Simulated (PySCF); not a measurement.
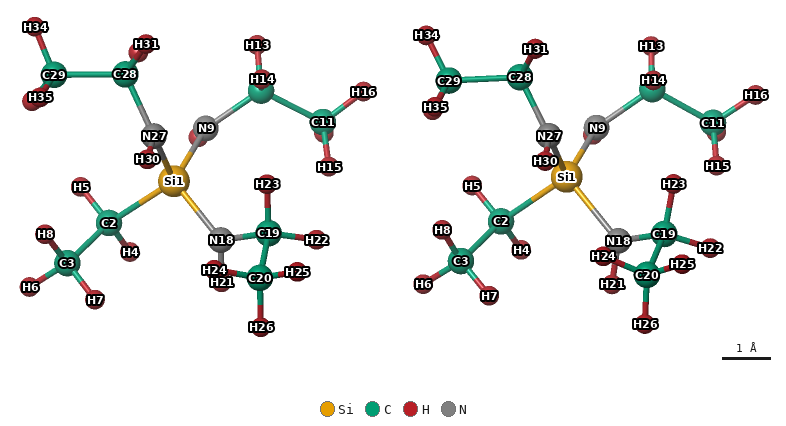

Two geometries of C8H23N3Si, drawn at one scale. One is the start of a relaxation, the other its converged end. A ball-and-stick model, seen at a tilt.

Level of theory: PySCF 2.14.0, density-fitted response routines, PBE0-D3(BJ)/def2-SVP geometry optimisation, gas phase. 

**Which of the two is the end point?**

The left one is the relaxed one. The start comes from GFN2-xTB. Its atoms were then displaced at random by about 0.03 Å. After 11 geometry steps the energy has fallen by 32.3 kcal/mol. An H atom moves most after the best rigid fit: 0.36 Å. Largest moves by element: H 0.36 Å, N 0.15 Å, C 0.14 Å, Si 0.10 Å. Some distances before and after: N–Si 1.848 → 1.736 Å, N–Si 1.647 → 1.736 Å, C–H 1.024 → 1.107 Å, C–C 1.599 → 1.521 Å. Among the angles between lasting bonds that change: H–C–H 115.7° → 106.7°, C–C–H 104.3° → 111.5°, H–C–H 114.1° → 107.7°.
